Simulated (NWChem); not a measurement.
Energy and gradient calculation, with input and output: Si3H8 (part 2 of 2)

The same run, continued: Si3H8; M06-2X/6-31G*, RKS (NWChem 7.3.0). The geometry comes from this level: PBE0-D4/def2-TZVP.

Geometry of the input (Å):
```
Si -1.2926  1.3667  -0.5253
Si -0.4626  -0.8073  -0.2963
Si 1.6319  -0.7744  0.7428
H  -2.6258  1.3677  -1.1851
H  -0.3540  2.1804  -1.3441
H  -1.4225  2.0001  0.8146
H  -0.3434  -1.4402  -1.6402
H  -1.4104  -1.6208  0.5164
H  1.5159  -0.1549  2.0904
H  2.5838  0.0318  -0.0680
H  2.1796  -2.1492  0.8948
```

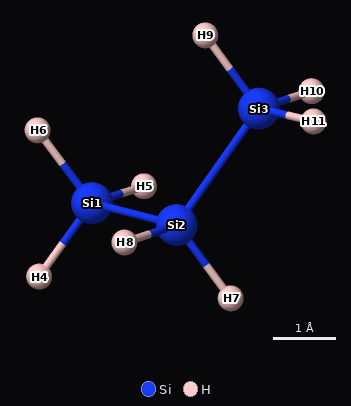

The input geometry (ball-and-stick view, seen at a tilt; atoms are numbered from 1 in the order of the input).

Output, continued
```
          Convergence Information
          -----------------------
          Convergence aids based upon iterative change in
          total energy or number of iterations.
          Levelshifting, if invoked, occurs when the
          HOMO/LUMO gap drops below (HL_TOL):  1.00D-02
          DIIS, if invoked, will attempt to extrapolate
          using up to (NFOCK): 10 stored Fock matrices.

                    Damping( 0%)  Levelshifting(0.5)       DIIS
                  --------------- ------------------- ---------------
          dE  on:    start            ASAP                start
          dE off:    2 iters        100 iters           100 iters

      Screening Tolerance Information
      -------------------------------
          Density screening/tol_rho:  1.00D-11
          AO Gaussian exp screening on grid/accAOfunc:  18
          CD Gaussian exp screening on grid/accCDfunc:  20
          XC Gaussian exp screening on grid/accXCfunc:  20
          Schwarz screening/accCoul:  1.00D-09

      Superposition of Atomic Density Guess
      -------------------------------------

 Sum of atomic energies:        -870.43778286

      Non-variational initial energy
      ------------------------------

 Total energy =    -871.384219
 1-e energy   =   -1590.285463
 2-e energy   =     525.783393
 HOMO         =      -0.302534
 LUMO         =       0.054008

   Time after variat. SCF:      0.4

     ---------------------------------------------
      Total Density - Mulliken Population Analysis
     ---------------------------------------------

    Atom       Charge   Shell Charges
 -----------   ------   -------------------------------------------------------
    1 Si  14    13.86   2.00  2.00  5.97  1.00  1.80  0.36  0.64  0.09
    2 Si  14    13.97   2.00  2.00  5.97  1.00  1.83  0.39  0.70  0.08
    3 Si  14    13.86   2.00  2.00  5.97  1.00  1.80  0.36  0.64  0.09
    4 H    1     1.04   0.47  0.57
    5 H    1     1.04   0.47  0.57
    6 H    1     1.04   0.47  0.57
    7 H    1     1.03   0.46  0.57
    8 H    1     1.03   0.46  0.57
    9 H    1     1.04   0.47  0.57
   10 H    1     1.04   0.47  0.57
   11 H    1     1.04   0.47  0.57
   Time prior to 1st pass:      0.4

 Grid_pts file          = ./job.gridpts.0
 Record size in doubles =  12289        No. of grid_pts per rec  =   3070
 Max. records in memory =    613        Max. recs in file   = *********

 Grid integrated density:      50.000000645716
 Requested integration accuracy:   0.10E-07

           Memory utilization after 1st SCF pass:
           Heap Space remaining (MW):        0.00                 218
          Stack Space remaining (MW):      115.34           115342684

   convergence    iter        energy       DeltaE   RMS-Dens  Diis-err    time
 ---------------- ----- ----------------- --------- --------- ---------  ------
 d= 0,ls=0.0,diis     1   -873.0883164168 -1.07D+03  6.63D-03  1.24D-01     4.4
 d= 0,ls=0.0,diis     2   -873.1120131075 -2.37D-02  2.31D-03  8.59D-03     7.6
 d= 0,ls=0.0,diis     3   -873.1128923261 -8.79D-04  7.34D-04  1.83D-03    11.6
 d= 0,ls=0.0,diis     4   -873.1132883451 -3.96D-04  2.23D-04  3.35D-05    15.5
 d= 0,ls=0.0,diis     5   -873.1133004528 -1.21D-05  3.42D-05  2.91D-06    19.3
 d= 0,ls=0.0,diis     6   -873.1133010851 -6.32D-07  5.14D-06  5.98D-08    23.2
 d= 0,ls=0.0,diis     7   -873.1133010989 -1.38D-08  1.35D-06  4.05D-09    27.4
 d= 0,ls=0.0,diis     8   -873.1133010999 -9.85D-10  2.93D-07  1.89D-10    31.3

         Total DFT energy =     -873.113301099923
      One electron energy =    -1593.575192083140
           Coulomb energy =      592.990852037091
    Exchange-Corr. energy =      -65.646812159614
 Nuclear repulsion energy =      193.117851105740

 Numeric. integr. density =       50.000000122906

     Total iterative time =     30.8s

     ---------------------------------------------
      Total Density - Mulliken Population Analysis
     ---------------------------------------------

    Atom       Charge   Shell Charges
 -----------   ------   -------------------------------------------------------
    1 Si  14    13.81   2.00  2.00  5.97  0.99  2.00  0.31  0.42  0.13
    2 Si  14    13.98   2.00  2.00  5.97  0.99  2.03  0.38  0.50  0.10
    3 Si  14    13.81   2.00  2.00  5.97  0.99  2.00  0.31  0.42  0.13
    4 H    1     1.05   0.50  0.56
    5 H    1     1.05   0.50  0.56
    6 H    1     1.05   0.50  0.56
    7 H    1     1.04   0.49  0.55
    8 H    1     1.04   0.49  0.55
    9 H    1     1.05   0.50  0.56
   10 H    1     1.05   0.50  0.56
   11 H    1     1.05   0.50  0.56

     -------------------------------------------
      Total Density - Lowdin Population Analysis
     -------------------------------------------

    Atom       Charge   Shell Charges
 -----------   ------   -------------------------------------------------------
    1 Si  14    13.92   2.00  1.98  5.89  0.71  1.80  0.39  0.99  0.16
    2 Si  14    14.00   2.00  1.98  5.89  0.71  1.84  0.39  1.04  0.13
    3 Si  14    13.92   2.00  1.98  5.89  0.71  1.80  0.39  0.99  0.16
    4 H    1     1.02   0.49  0.53
    5 H    1     1.02   0.49  0.53
    6 H    1     1.02   0.49  0.53
    7 H    1     1.01   0.48  0.53
    8 H    1     1.01   0.48  0.53
    9 H    1     1.02   0.49  0.53
   10 H    1     1.02   0.49  0.53
   11 H    1     1.02   0.49  0.53

 center of mass
 --------------
 x =  -0.06825880 y =  -0.11909310 z =  -0.04367746

 moments of inertia (a.u.)
 ------------------
         516.708400154218         299.540098761844        -228.290258419773
         299.540098761844         677.960622524874         118.890355444518
        -228.290258419773         118.890355444518         925.687507838439

     Multipole analysis of the density
     ---------------------------------

     L   x y z        total         alpha         beta         nuclear
     -   - - -        -----         -----         ----         -------
     0   0 0 0     -0.000000    -25.000000    -25.000000     50.000000

     1   1 0 0     -0.013092      1.506898      1.506898     -3.026887
     1   0 1 0     -0.022817      2.629115      2.629115     -5.281047
     1   0 0 1     -0.008339      0.964249      0.964249     -1.936837

     2   2 0 0    -34.484466   -175.345254   -175.345254    316.206043
     2   1 1 0      0.136093     83.027749     83.027749   -165.919406
     2   1 0 1     -0.284451    -63.709180    -63.709180    127.133908
     2   0 2 0    -34.512600   -130.890439   -130.890439    227.268278
     2   0 1 1      0.014971     32.861840     32.861840    -65.708708
     2   0 0 2    -34.026251    -61.333748    -61.333748     88.641246

            General Information
            -------------------
          SCF calculation type: DFT
          Wavefunction type:  closed shell.
          No. of atoms     :    11
          No. of electrons :    50
           Alpha electrons :    25
            Beta electrons :    25
          Charge           :     0
          Spin multiplicity:     1
          Use of symmetry is: off; symmetry adaption is: off
          Maximum number of iterations: 100
          AO basis - number of functions:    70
                     number of shells:    40
          Convergence on energy requested:  1.00D-08
          Convergence on density requested:  1.00D-05
          Convergence on gradient requested:  5.00D-04

              XC Information
              --------------
                       M06-2X Method XC Functional
                     Hartree-Fock (Exact) Exchange  0.540
                        M06-2X Exchange Functional  1.000
                      M06-2X Correlation Potential  1.000

             Grid Information
             ----------------
          Grid used for XC integration:  xfine
          Radial quadrature: Mura-Knowles
          Angular quadrature: Lebedev.
          Tag              B.-S. Rad. Rad. Pts. Rad. Cut. Ang. Pts.
          ---              ---------- --------- --------- ---------
          Si                  1.10      125          13.0      1454
          H                   0.35      100          14.0      1202
          Grid pruning is: on
          Number of quadrature shells:  1175
          Spatial weights used:  Erf1

          Convergence Information
          -----------------------
          Convergence aids based upon iterative change in
          total energy or number of iterations.
          Levelshifting, if invoked, occurs when the
          HOMO/LUMO gap drops below (HL_TOL):  1.00D-02
          DIIS, if invoked, will attempt to extrapolate
          using up to (NFOCK): 10 stored Fock matrices.

                    Damping( 0%)  Levelshifting(0.5)       DIIS
                  --------------- ------------------- ---------------
          dE  on:    start            ASAP                start
          dE off:    2 iters        100 iters           100 iters

      Screening Tolerance Information
      -------------------------------
          Density screening/tol_rho:  1.00D-11
          AO Gaussian exp screening on grid/accAOfunc:  18
          CD Gaussian exp screening on grid/accCDfunc:  20
          XC Gaussian exp screening on grid/accXCfunc:  20
          Schwarz screening/accCoul:  1.00D-09

                            NWChem DFT Gradient Module
                            --------------------------

  charge          =   0.00
  wavefunction    = closed shell

                         DFT ENERGY GRADIENTS

    atom               coordinates                        gradient
                 x          y          z           x          y          z
   1 Si     -2.442603   2.582745  -0.992616    0.000584  -0.000366   0.000257
   2 Si     -0.874131  -1.525576  -0.559964    0.000181   0.000313   0.000117
   3 Si      3.083901  -1.463404   1.403594   -0.000536   0.000449  -0.000230
   4 H      -4.962137   2.584616  -2.239552   -0.001244  -0.000203  -0.000633
   5 H      -0.669020   4.120434  -2.539924    0.000826   0.000524  -0.000796
   6 H      -2.688211   3.779622   1.539446   -0.000162   0.000357   0.001196
   7 H      -0.648932  -2.721508  -3.099453    0.000312  -0.000287  -0.001208
   8 H      -2.665232  -3.062868   0.975836   -0.000745  -0.000468   0.000933
   9 H       2.864730  -0.292794   3.950340   -0.000274   0.000436   0.001153
  10 H       4.882712   0.060055  -0.128596    0.000712   0.000610  -0.000841
  11 H       4.118866  -4.061324   1.690870    0.000347  -0.001364   0.000052

                 ----------------------------------------
                 |  Time  |  1-e(secs)   |  2-e(secs)   |
                 ----------------------------------------
                 |  CPU   |       0.01   |       1.12   |
                 ----------------------------------------
                 |  WALL  |       0.01   |       1.12   |
                 ----------------------------------------

 Task  times  cpu:       39.6s     wall:       39.6s
 Total times  cpu:       39.6s     wall:       39.6s
```

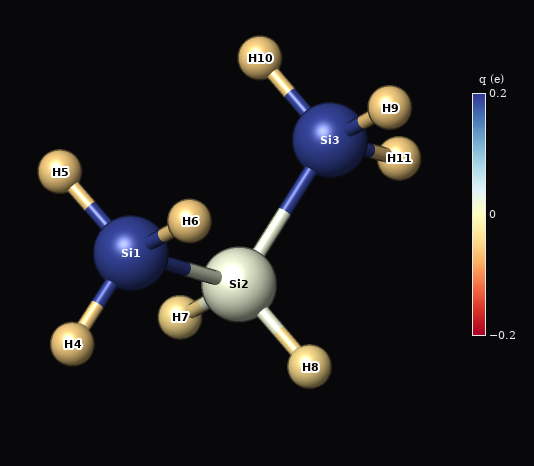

Mulliken charges, as the colour of each atom (ball-and-stick view, seen at a tilt; atoms are numbered from 1 in the order of the input). By element: Si +0.02 to +0.19 and H −0.05 to −0.04 e.

Key numbers

```tsv
quantity	value
outcome	converged
total energy	−873.113301 hartree
basis functions	70
largest force	0.073 eV/Å
dipole moment	0.07 D
hardware	1 thread of Intel Xeon (Granite Rapids), 12 GiB of memory available, shared host
wall time	40 s
peak memory	0.15 GiB
```
